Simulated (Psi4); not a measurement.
# Run report: SiH₂S, geometry relaxation (part 1 of 4)

System: SiH₂S, SMILES [SiH]S.
Method: r2SCAN-3c/def2-mTZVPP, RKS (Psi4 1.11).

The geometry comes from this level: PBE0-D4/def2-TZVP.

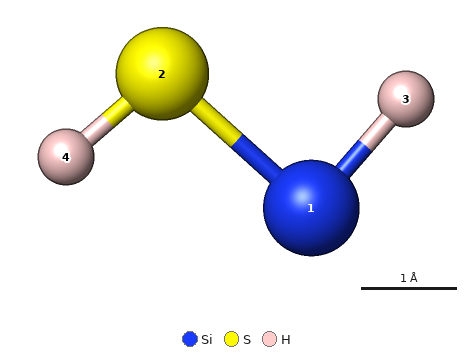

Fig. 1: The starting structure (ball-and-stick view, seen on its broad side; atoms are numbered from 1 in the order of the input). Bond lengths as drawn: H–S 1.35 Å, H–Si 1.52 Å and S–Si 2.12 Å.

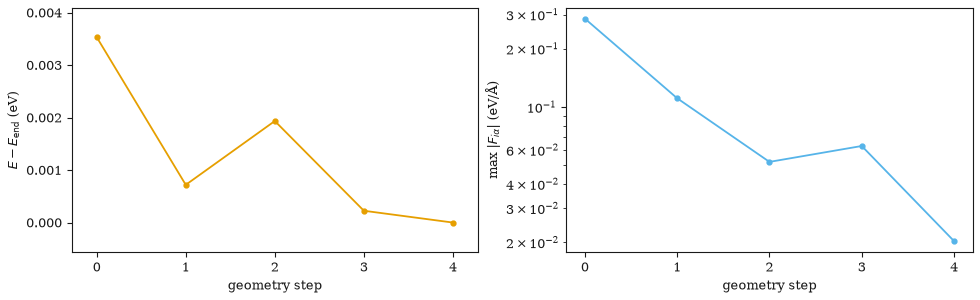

Fig. 2: Progress of the relaxation, step by step (steps are counted from 0). The largest moves after the best rigid fit, 0.013 Å, are those of S2 and H3. By element the largest moves are S 0.013 Å, H 0.013 Å, Si 0.010 Å. Among the contacts that change: Si1–S2 2.115 → 2.136 Å. Over 4 geometry steps the energy falls by 0.004 eV. Largest force component: 0.29 eV/Å at the start, 0.02 eV/Å at the end. (Atoms are counted from 1 in the order of the input.)

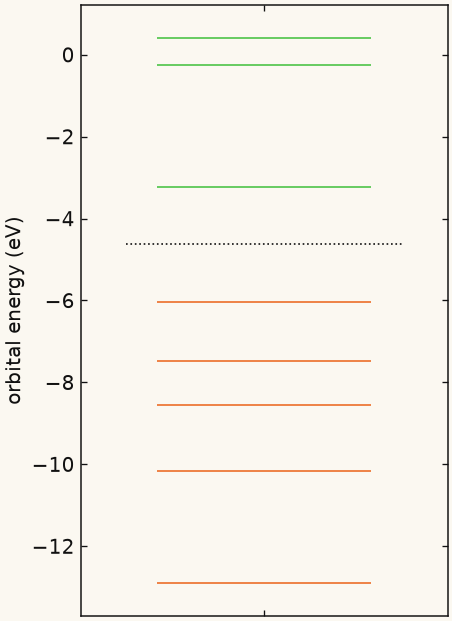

Fig. 3: Orbital energies near the frontier; the dotted line parts filled from empty levels, and levels within 0.02 eV of each other stand side by side. Highest filled −6.03 eV, lowest empty −3.22 eV, 2.81 eV apart.

These pictures come from the run below.

Input file (job.py)
```python
import psi4

psi4.set_memory('1600 MB')
psi4.set_num_threads(1)
psi4.core.set_output_file('run.log', False)

geom = psi4.geometry("""
Si    -0.262800    -1.074400     0.161100
S      0.190500     0.958800    -0.206600
H      1.017500    -1.190800     0.981400
H     -0.889700     1.246000    -0.956200
units angstrom
""")

psi4.set_options({
    'reference': 'rks',
    'geom_maxiter': 60,
})

energy_value = psi4.optimize('R2SCAN-3C')
print(f'R2SCAN-3C energy: {energy_value:.10f} Eh')
print(geom.to_string(dtype='xyz', units='Angstrom'))
for k, v in sorted(psi4.core.scalar_variables().items()):
    print(f'{k:45s} {v:18.10f}')
```

Command:
```bash
python job.py
```

Log
```
gradient() will perform analytic gradient computation.

   => Loading Basis Set <=

    Name: DEF2-MTZVPP
    Role: ORBITAL
    Keyword: BASIS

   => R2SCAN3C: Empirical Dispersion <=

        a1 =       0.420000
        a2 =       5.650000
       alp =      16.000000
        s6 =       1.000000
        s8 =       0.000000
        s9 =       2.000000
        ga =       2.000000
        gc =       1.000000
        wf =       6.000000

         ---------------------------------------------------------
                                   SCF
                              RKS Reference
                        1 Threads,   1525 MiB Core
         ---------------------------------------------------------

  ==> Geometry <==

    Molecular point group: c1
    Full point group: C1

    Geometry (in Angstrom), charge = 0, multiplicity = 1:

       Center              X                  Y                   Z               Mass
    ------------   -----------------  -----------------  -----------------  -----------------
         SI          -0.244517693295    -1.084922837431     0.194553750220    27.976926534650
         S            0.208782306705     0.948277162569    -0.173146249780    31.972071174400
         H            1.035782306705    -1.201322837431     1.014853750220     1.007825032230
         H           -0.871417693295     1.235477162569    -0.922746249780     1.007825032230

  Running in c1 symmetry.

  Rotational constants: A =      4.24172  B =      0.24247  C =      0.22936 [cm^-1]
  Rotational constants: A = 127163.57559  B =   7268.94550  C =   6875.90436 [MHz]
  Nuclear repulsion =   73.393077937262504

  Charge       = 0
  Multiplicity = 1
  Electrons    = 32
  Nalpha       = 16
  Nbeta        = 16

  ==> Algorithm <==

  SCF Algorithm Type is DF.
  DIIS enabled.
  MOM disabled.
  Fractional occupation disabled.
  Guess Type is SAD.
  Energy threshold   = 1.00e-08
  Density threshold  = 1.00e-08
  Integral threshold = 1.00e-12

  ==> Primary Basis <==

  Basis Set: DEF2-MTZVPP
    Blend: DEF2-MTZVPP
    Number of shells: 28
    Number of basis functions: 64
    Number of Cartesian functions: 68
    Spherical Harmonics?: true
    Max angular momentum: 2

  ==> DFT Potential <==

   => LibXC <=

    Version 7.1.2

   => Composite Functional: R2SCAN3C <=

    Deriv               =              1
    GGA                 =           TRUE
    Meta                =           TRUE

    Exchange Hybrid     =          FALSE
    MP2 Hybrid          =          FALSE

   => Exchange Functionals <=

    1.0000   XC_MGGA_X_R2SCAN

   => Correlation Functionals <=

    1.0000   XC_MGGA_C_R2SCAN

   => LibXC Density Thresholds  <==

    XC_MGGA_C_R2SCAN:  1.00E-15
    XC_MGGA_X_R2SCAN:  1.00E-11

   => Molecular Quadrature <=

    Radial Scheme          =       TREUTLER
    Pruning Scheme         =           NONE
    Nuclear Scheme         =       TREUTLER

    Blocking Scheme        =         OCTREE
    BS radius alpha        =              1
    Pruning alpha          =              1
    Radial Points          =             75
    Spherical Points       =            302
    Total Points           =          86621
    Total Blocks           =            691
    Max Points             =            256
    Max Functions          =             63
    Weights Tolerance      =       1.00E-15

   => Loading Basis Set <=

    Name: (DEF2-MTZVPP AUX)
    Role: JKFIT
    Keyword: DF_BASIS_SCF

  ==> Integral Setup <==

  DFHelper Memory: AOs need 0.010 GiB; user supplied 0.776 GiB.
  SCF_SUBTYPE=INCORE selected. In-core MEM_DF algorithm will be used.
  Using in-core AOs.

  ==> MemDFJK: Density-Fitted J/K Matrices <==

    J tasked:                   Yes
    K tasked:                    No
    wK tasked:                   No
    Memory [MiB]:               794
    Algorithm:                 Core
    Schwarz Cutoff:           1E-12
    Mask sparsity (%):       0.3418
    Fitting Condition:        1E-10

   => Auxiliary Basis Set <=

  Basis Set: (DEF2-MTZVPP AUX)
    Blend: DEF2-UNIVERSAL-JKFIT
    Number of shells: 88
    Number of basis functions: 292
    Number of Cartesian functions: 350
    Spherical Harmonics?: true
    Max angular momentum: 4

  Cached 100.0% of DFT collocation blocks in 0.341 [GiB].

  Minimum eigenvalue in the overlap matrix is 8.5582908032E-03.
  Reciprocal condition number of the overlap matrix is 2.0835531788E-03.
    Using symmetric orthogonalization.

  ==> Pre-Iterations <==

  SCF Guess: Superposition of Atomic Densities via on-the-fly atomic UHF (no occupation information).

   -------------------------
    Irrep   Nso     Nmo
   -------------------------
     A         64      64
   -------------------------
    Total      64      64
   -------------------------

  ==> Iterations <==

                           Total Energy        Delta E     RMS |[F,P]|

   @DF-RKS iter SAD:  -688.50760883661758   -6.88508e+02   0.00000e+00
   @DF-RKS iter   1:  -688.75069414944710   -2.43085e-01   5.81915e-03 ADIIS/DIIS
   @DF-RKS iter   2:  -688.74320218422338    7.49197e-03   5.55190e-03 ADIIS/DIIS
   @DF-RKS iter   3:  -688.80850863465810   -6.53065e-02   1.53793e-03 ADIIS/DIIS
   @DF-RKS iter   4:  -688.81564223532700   -7.13360e-03   4.28319e-04 ADIIS/DIIS
   @DF-RKS iter   5:  -688.81621409691991   -5.71862e-04   8.36876e-05 DIIS
   @DF-RKS iter   6:  -688.81623461624167   -2.05193e-05   2.01125e-05 DIIS
   @DF-RKS iter   7:  -688.81623581529436   -1.19905e-06   5.47839e-06 DIIS
   @DF-RKS iter   8:  -688.81623592865594   -1.13362e-07   6.92541e-07 DIIS
   @DF-RKS iter   9:  -688.81623593068673   -2.03079e-09   1.58554e-07 DIIS
   @DF-RKS iter  10:  -688.81623593077870   -9.19727e-11   8.72040e-09 DIIS
  Energy and wave function converged.

  ==> Post-Iterations <==

   Electrons on quadrature grid:
      Ntotal   =   32.0000024180 ; deviation = 2.418e-06

    Orbital Energies [Eh]
    ---------------------

    Doubly Occupied:

       1A    -88.580077     2A    -65.871248     3A     -7.874940
       4A     -5.820734     5A     -5.816457     6A     -5.815471
       7A     -5.226846     8A     -3.573749     9A     -3.568321
      10A     -3.564184    11A     -0.714099    12A     -0.475102
      13A     -0.374222    14A     -0.314452    15A     -0.277035
      16A     -0.221064

    Virtual:

      17A     -0.116914    18A     -0.006764    19A      0.015061
      20A      0.074312    21A      0.138613    22A      0.177594
      23A      0.180028    24A      0.193550    25A      0.204561
      26A      0.215903    27A      0.244351    28A      0.246758
      29A      0.289734    30A      0.307504    31A      0.320372
      32A      0.418210    33A      0.442940    34A      0.475037
      35A      0.523076    36A      0.533281    37A      0.597230
      38A      0.850262    39A      0.961570    40A      1.045799
      41A      1.135169    42A      1.177307    43A      1.181193
      44A      1.199039    45A      1.255807    46A      1.256936
      47A      1.287024    48A      1.308129    49A      1.332198
      50A      1.348337    51A      1.373646    52A      1.418356
      53A      1.444473    54A      1.851006    55A      1.931921
      56A      1.953803    57A      1.987106    58A      2.032716
      59A      2.125300    60A      2.288232    61A      2.512883
      62A      2.653795    63A      9.492189    64A     18.486112

    Final Occupation by Irrep:
              A
    DOCC [    16 ]
    NA   [    16 ]
    NB   [    16 ]

  @DF-RKS Final Energy:  -688.81623593077870

   => Energetics <=

    Nuclear Repulsion Energy =             73.3930779372625040
    One-Electron Energy =               -1098.2504996416996619
    Two-Electron Energy =                 383.2540782863327422
    DFT Exchange-Correlation Energy =     -47.2160151580782568
    Empirical Dispersion Energy =           0.0031226454040617
    VV10 Nonlocal Energy =                  0.0000000000000000
    Total Energy =                       -688.8162359307787028

Computation Completed

Properties will be evaluated at   0.000000,   0.000000,   0.000000 [a0]

Properties computed using the SCF density matrix

 Multipole Moments:

 ------------------------------------------------------------------------------------
     Multipole            Electronic (a.u.)      Nuclear  (a.u.)        Total (a.u.)
 ------------------------------------------------------------------------------------

 L = 1.  Multiply by 2.5417464519 to convert [e a0] to [Debye]
 Dipole X            :         -0.3131794            0.1542656           -0.1589138
 Dipole Y            :          0.0523977            0.0333900            0.0857876
 Dipole Z            :         -0.2101600            0.0860203           -0.1241396
 Magnitude           :                                                    0.2191433

 ------------------------------------------------------------------------------------

	total time  =          4 seconds =       0.07 minutes

         ------------------------------------------------------------
                                   SCF GRAD
         ------------------------------------------------------------

  ==> Geometry <==

    Molecular point group: c1
    Full point group: C1

    Geometry (in Angstrom), charge = 0, multiplicity = 1:

       Center              X                  Y                   Z               Mass
    ------------   -----------------  -----------------  -----------------  -----------------
         SI          -0.244517693295    -1.084922837431     0.194553750220    27.976926534650
         S            0.208782306705     0.948277162569    -0.173146249780    31.972071174400
         H            1.035782306705    -1.201322837431     1.014853750220     1.007825032230
         H           -0.871417693295     1.235477162569    -0.922746249780     1.007825032230

  Nuclear repulsion =   73.393077937262504

  ==> Basis Set <==

  Basis Set: DEF2-MTZVPP
    Blend: DEF2-MTZVPP
    Number of shells: 28
    Number of basis functions: 64
    Number of Cartesian functions: 68
    Spherical Harmonics?: true
    Max angular momentum: 2

  ==> DFJKGrad: Density-Fitted SCF Gradients <==

    Gradient:                    1
    J tasked:                  Yes
    K tasked:                   No
    wK tasked:                  No
    Integrals threads:           1
    Memory [MiB]:             1144
    Schwarz Cutoff:          1E-12
    Fitting Condition:       1E-10

   => Auxiliary Basis Set <=

  Basis Set: (DEF2-MTZVPP AUX)
    Blend: DEF2-UNIVERSAL-JKFIT
    Number of shells: 88
    Number of basis functions: 292
    Number of Cartesian functions: 350
    Spherical Harmonics?: true
    Max angular momentum: 4

   => Molecular Quadrature <=

    Radial Scheme          =       TREUTLER
    Pruning Scheme         =           NONE
    Nuclear Scheme         =       TREUTLER

    Blocking Scheme        =         OCTREE
    BS radius alpha        =              1
    Pruning alpha          =              1
    Radial Points          =             75
    Spherical Points       =            302
    Total Points           =          86621
    Total Blocks           =            691
    Max Points             =            256
    Max Functions          =             63
    Weights Tolerance      =       1.00E-15

  -Total Gradient:
     Atom            X                  Y                   Z
    ------   -----------------  -----------------  -----------------
       1        0.000887074503     0.005562383993    -0.001254768454
       2       -0.000730381190    -0.005477114741     0.001245685608
       3        0.000114754580     0.000706470391    -0.000117209019
       4        0.000887757145    -0.000589055141     0.000769835728

	total time  =          1 seconds =       0.02 minutes

    			-----------------------------------------

    			 OPTKING 3.0: for geometry optimizations

    			        with contributions from

    			-----------------------------------------

	                            ===> Fragment 1 <==

	 Z (Atomic Numbers)          Masses                          Geom
	      14.000000            27.976927         -0.46207147 -2.05020703  0.36765330
	      16.000000            31.972071          0.39454138  1.79198413 -0.32719899
	       1.000000             1.007825          1.95734489 -2.27017115  1.91779565
	       1.000000             1.007825         -1.64674078  2.33471347 -1.74373770

	 - Coordinate -           - BOHR/RAD -       - ANG/DEG -
	 R(1,2)           =         3.997379           2.115322
	 R(1,3)           =         2.881823           1.524995
	 R(2,4)           =         2.543220           1.345814
	 B(1,2,4)         =         1.701102          97.465946
	 B(2,1,3)         =         1.557754          89.252734
	 D(3,1,2,4)       =        -3.140078        -179.913232
```
